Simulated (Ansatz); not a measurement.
The calculation's input:

```
crystal:
  periodic: [false, false, false]
  atoms:
    - {symbol: F, position_ang: [-1.302672, 1.451011, 1.850401]}
    - {symbol: F, position_ang: [-1.233210, 0.047933, -2.390863]}
    - {symbol: In, position_ang: [0.325957, 0.353803, 1.775848]}
    - {symbol: In, position_ang: [0.381705, -0.772520, -1.628785]}
    - {symbol: S, position_ang: [-0.681987, -1.701872, 0.550327]}
    - {symbol: S, position_ang: [1.314646, 1.327509, -0.419165]}
    - {symbol: H, position_ang: [1.426455, 0.031356, 3.034961]}
    - {symbol: H, position_ang: [-1.815701, -1.001504, 0.300057]}
    - {symbol: H, position_ang: [1.515691, -1.771330, -2.414205]}
    - {symbol: H, position_ang: [0.152416, 1.984613, -0.655577]}
basis:
  gaussian:
    orbitals: def2-SVPD
hamiltonian:
  xc: {name: PBE0}
output:
  forces: true
  orbitals: {seedname: orbitals}
```

Run with:

```sh
ansatz run input.yaml --threads 2 --pin off --max-ram 6090MiB --events-out events.jsonl --progress --plain --runs-dir runs
```

Geometry: PBE0-D4/def2-SVP; core potentials replace the inner electrons of In.

These are results of isolated molecule in a Gaussian basis; Kohn-Sham density functional theory, functional PBE0 in Ansatz, not measurements.

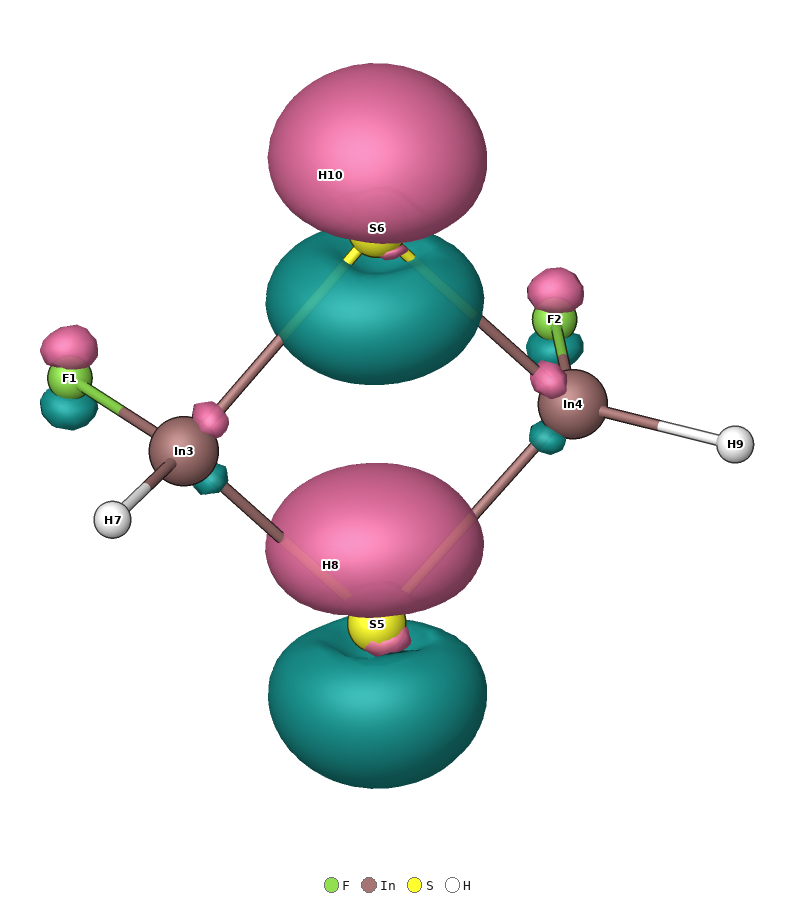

F$_{2}$H$_{4}$In$_{2}$S$_{2}$. The HOMO at ±0.15 Å⁻³ᐟ² (teal and pink are the two phases), seen at a tilt.

Question: Where does this orbital lie, and at what energy?

Answer: Its weight (Hirshfeld) is mainly on S5 (about 40 %) and S6 (about 40 %); largely a combination of lone pairs on S5 and S6. Its energy is −8.52 eV.
